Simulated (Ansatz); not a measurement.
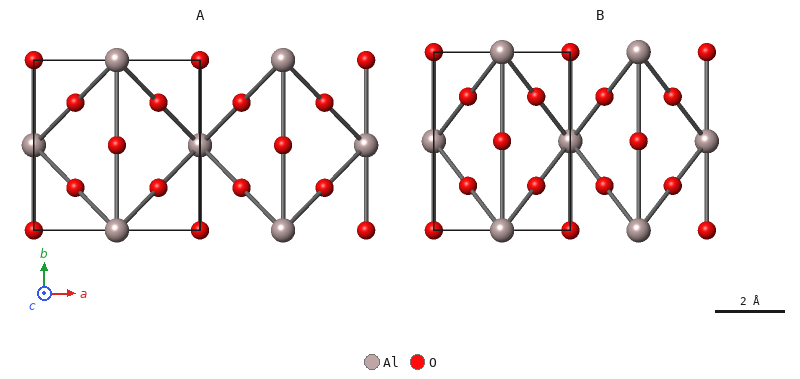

Two geometries of crystalline AlO5 (a generated structure, set up in Immm) (coarse preliminary run), drawn at one scale. One is the start of a relaxation, the other its converged end. The picture is a ball-and-stick view of the conventional cell (2 times the calculation's cell), repeated 2 × 1 × 1 with one cell outlined, seen along the c axis. Lengths and directions refer to the drawn axes.

Level of theory: Ansatz 0.2.0, DFT PBE, scalar-relativistic, plane waves, PAW. (plane-wave cutoff 420 eV; k-point mesh 6 × 6 × 6; occupations gaussian; smearing width 0.1 eV; collinear spin; cell and atoms relaxed; force threshold 0.04 eV/Å; at most 70 steps)

Question: Which one is relaxed?

Answer: Structure B is the relaxed one. The energy falls by 357 meV per atom in 8 accepted moves (10 points after the start). All forces vanish by symmetry, so only the cell relaxes. Pressure: −19.44 GPa at the start and −0.03 GPa at the end. The SCF was repeated twice at an unchanged geometry on a basis and grid sized afresh for the cell, which shifted the energy by 2.7 meV per atom at most. The atoms keep their places relative to the cell (all moves are under 0.005 Å). The drawn cell changes as follows: a 4.828 → 3.967 Å (−17.8 %), b 4.947 → 5.179 Å (+4.7 %), c 5.755 → 5.067 Å (−11.9 %); the volume changes by −24.3 %. Some distances before and after: Al–O 2.249 → 2.065 Å, Al–O 2.474 → 2.590 Å. The space group stays Immm (No. 71). The program noted that the starting moments weren't kept. The run may lie on a higher electronic state than the lowest, so the end point isn't shown to be the ground-state structure.
